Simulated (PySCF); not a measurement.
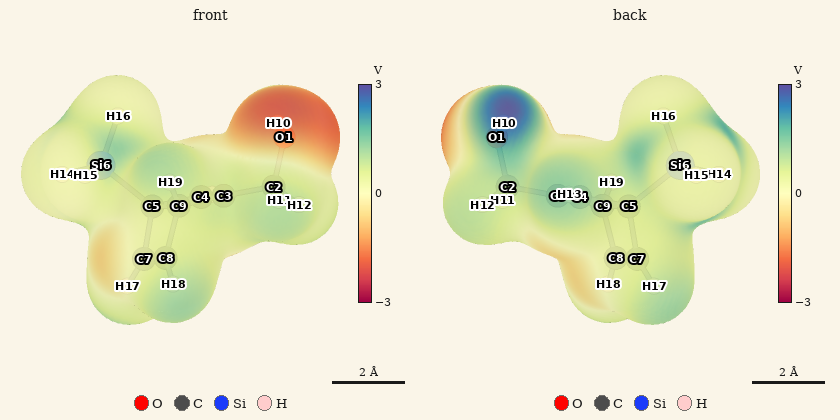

C7H10OSi. The molecular electrostatic potential painted on the density surface at 0.004 e/bohr³, seen from the front and from behind; red is negative and blue positive.

Geometry: GFN2-xTB.

All numbers below come from PBE0/pcSseg-1, SCF density, gas phase, non-relativistic in PySCF.

The calculation's input:

```
{"job": {"kind": "nmr", "xc": "PBE0", "basis": "pcSseg-1"}, "charge": 0, "multiplicity": 1}
O      3.273280     0.394138    -0.182067
C      2.423891    -0.726334    -0.353367
C      0.978506    -0.354862    -0.317849
C      0.106671     0.150486    -1.192056
C     -1.033024     0.213384    -0.200336
Si    -1.922538     1.846392     0.105317
C     -1.767494    -1.103236    -0.074893
C     -0.915346    -1.612164     0.808894
C     -0.016979    -0.401396     0.821869
H      3.046909     1.053873    -0.847045
H      2.663248    -1.401171     0.471840
H      2.652770    -1.230686    -1.305553
H      0.137384     0.398247    -2.237311
H     -2.715761     1.723035     1.328027
H     -2.787704     2.125890    -1.043645
H     -0.914319     2.898513     0.245069
H     -2.644041    -1.463751    -0.579538
H     -0.831130    -2.548690     1.328445
H      0.255873     0.047585     1.769812
```

Launched as:

```sh
OMP_NUM_THREADS=1 python probes_run.py task.json out
```

Question: Which sites attract a positive test charge, and which a negative one?

Answer: A positive charge is drawn to the negative regions and a negative charge to the positive ones. The most negative region (about −1.9 V) lies over O1, the most positive (about +2.6 V) over H10. O1 is the likeliest acceptor of a hydrogen bond.
